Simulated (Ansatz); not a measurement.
Base system: Ga$_{2}$O$_{3}$ in the corundum structure (space group R-3c, No. 167; a = 5.0003 Å, c = 13.4488 Å (hexagonal axes)). Axes: x lies along a and z along c of the hexagonal cell.

Perturbation: biaxial strain −0.75 %, plane normal [001], relaxed out of plane (Cartesian); in-plane vectors clamped, the third vector and the atoms free.

Level of theory: PBEsol (Ansatz, a quantum-chemistry and plane-wave program, PAW, no spin-orbit coupling).

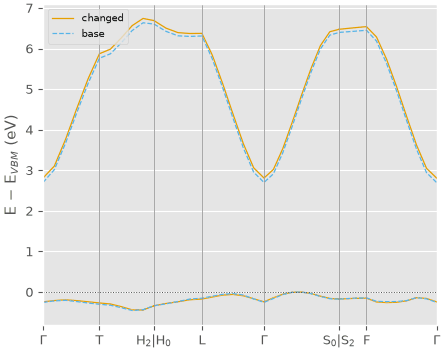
*Highest valence and lowest conduction band along the path, each from its own valence-band maximum*

The gap is 2.81 eV, indirect, Γ–S₀ (50 % along) → Γ; the base has 2.70 eV.

Whether these cells are dynamically stable was not tested.
